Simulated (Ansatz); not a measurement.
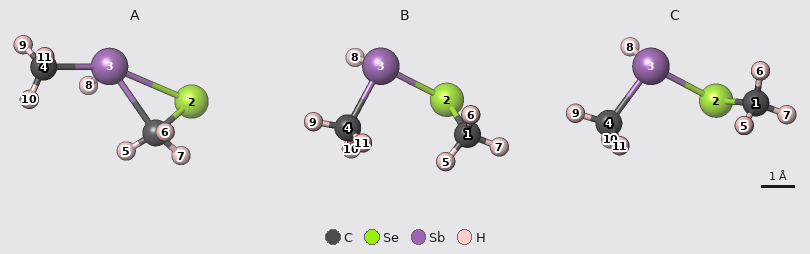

3 geometries from a converged minimum-energy path of C2H7SbSe, shuffled. The picture is a ball-and-stick view, seen at a tilt.

Method: RKS B3LYP-D4/def2-SVP (Ansatz). Run with 5 movable images; climbing image; force threshold 0.05 eV/Å; iteration limit 60; starting path through a guess of the saddle point.

Q: One of them is the converged climbing image. Which?

A: A. In order along the path, whose images run from 0 to 6: C (image 0, 0.00 eV), B (image 1, +0.05 eV), A (image 4, +3.41 eV). Breaking: C1–H7 (1.10 → 1.16 at the top → 2.59 Å), Se2–Sb3 (2.60 → 3.15 at the top → 3.48 Å). Forming: C1–Sb3 (3.46 → 2.52 at the top → 2.21 Å), Se2–H7 (2.51 → 1.94 at the top → 1.48 Å).
